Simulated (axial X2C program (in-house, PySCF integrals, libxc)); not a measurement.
**CSnO: bond lengths and stretches, held linear**

Aim: the two bond lengths and stretching wavenumbers of linear CSnO, with and without spin–orbit coupling, at PBE0, PBE.

Program: an in-house X2C program for linear molecules on PySCF integrals. Level of theory: all-electron X2C, two-component (2c) or spin-free, C dyall-v3z, Sn dyall-v3z, O dyall-av3z. These are calculated values, not measurements.

All values are calculated.

2 further runs of the same task are left out: 2 set aside as unsound or not needed.

**1. Input**

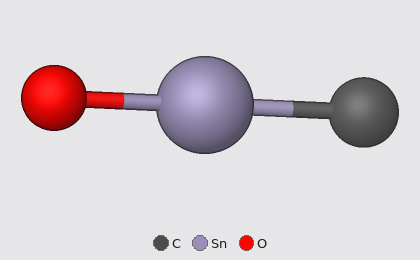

The atoms on one line, bonds 1.970 and 1.870 Å (carbon dark grey, tin purple, oxygen red).

Contents of task.json:

```json
{"zs": [6, 50, 8], "q": 0, "bas": ["dyall-v3z", "dyall-v3z", "dyall-av3z"], "r0": [1.97, 1.87], "symm": 0, "scan": ["PBE0", "HF", "PBE"], "levels": ["PBE0", "HF", "TPSSh"], "nst": 2}
```

Keys: zs atomic numbers; q charge; bas basis sets; r0 starting distance in Å; symm equal bonds; scan levels of the two-bond scan; levels methods; nst determinants followed.

On the command line:

```sh
$ python solin.py task.json out
```

Masses C 12.000, Sn 119.902, O 15.995 u.

**2. Scan at PBE0, 2c**

State: Ω = 1 (beyond evenly filled blocks: ω = -1/2, ω = 3/2). Energies above the lowest point, from the job's result record:

| r(C–Sn) (Å) | r(Sn–O) (Å) | E (meV) |
| --- | --- | --- |
| 2.0650 | 1.7745 | 53.57 |
| 2.0650 | 1.8200 | 16.49 |
| 2.0650 | 1.8655 | 56.75 |
| 2.1180 | 1.7745 | 37.98 |
| 2.1180 | 1.8200 | 0.00 |
| 2.1180 | 1.8655 | 39.63 |
| 2.1180 | 1.9110 | 139.72 |
| 2.1709 | 1.7745 | 51.77 |
| 2.1709 | 1.8200 | 12.89 |
| 2.1709 | 1.8655 | 51.87 |
| 2.2239 | 1.8200 | 47.46 |
| 2.2239 | 1.9110 | 185.01 |

A quadratic surface with cubic terms in each bond gives the minimum at 2.119 and 1.818 Å, force constants 1.68, 6.07 and coupling -0.04 mdyn/Å.

**3. Scan at PBE, 2c**

State: Ω = 1 (beyond evenly filled blocks: ω = -1/2, ω = 3/2). Energies above the lowest point, from the job's result record:

```
r(C–Sn) (Å)  r(Sn–O) (Å)  E (meV)
     2.0650       1.7745   121.83
     2.0650       1.8200    32.93
     2.0650       1.8655    21.09
     2.1180       1.7745   100.90
     2.1180       1.8200    11.76
     2.1180       1.8655     0.00
     2.1180       1.9110    48.85
     2.1709       1.7745   110.88
     2.1709       1.8200    21.36
     2.1709       1.8655     9.53
     2.2239       1.8200    54.45
     2.2239       1.9110    91.54
```

A quadratic surface with cubic terms in each bond gives the minimum at 2.126 and 1.850 Å, force constants 1.7, 5.14 and coupling 0.00 mdyn/Å.

**4. Scan at PBE0, spin-free**

State: M_S = 1, Λ = 0 (beyond evenly filled blocks: π+α, π-α). Energies above the lowest point, from the job's result record:

```csv
r(C–Sn) (Å),r(Sn–O) (Å),E (meV)
2.0650,1.7745,52.18
2.0650,1.8200,16.21
2.0650,1.8655,57.55
2.1180,1.7745,36.88
2.1180,1.8200,0.00
2.1180,1.8655,40.67
2.1180,1.9110,141.80
2.1709,1.7745,50.94
2.1709,1.8200,13.15
2.1709,1.8655,53.15
2.2239,1.8200,47.95
2.2239,1.9110,187.51
```

A quadratic surface with cubic terms in each bond gives the minimum at 2.118 and 1.817 Å, force constants 1.68, 6.09 and coupling -0.04 mdyn/Å.

**5. Comparison**

| level | r(C–Sn) (Å) | r(Sn–O) (Å) | lower stretch (cm⁻¹) | upper stretch (cm⁻¹) |
| --- | --- | --- | --- | --- |
| PBE0, 2c | 2.119 | 1.818 | 505.9 | 858.4 |
| PBE, 2c | 2.126 | 1.850 | 509.1 | 789.3 |
| PBE0, spin-free | 2.118 | 1.817 | 506.4 | 859.4 |
| PBE, spin-free | 2.125 | 1.850 | 509.5 | 790.0 |

Scans not shown above were run alike.

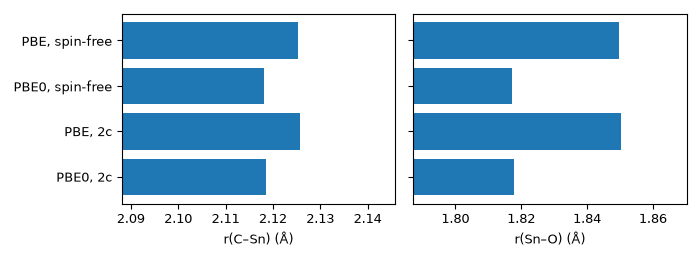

The two bond lengths by level.

**Reading.** Over the levels the C–Sn bond spans 2.118 to 2.126 Å and the Sn–O bond 1.817 to 1.850 Å. At PBE0 spin–orbit coupling leaves both bonds unchanged to 0.001 Å. Each state is one determinant, the lowest of a limited PBE0 search; the stretches come from a fit to few points and are good to some per cent at best. The molecule was held linear; bending was not examined, so a bent shape may lie lower. Open-shell Ω = 0 determinants with evenly filled partner blocks cannot be reached by this program, so the Ω shown need not be the lowest component. Note: several unpaired electrons, one determinant need not be a pure state.
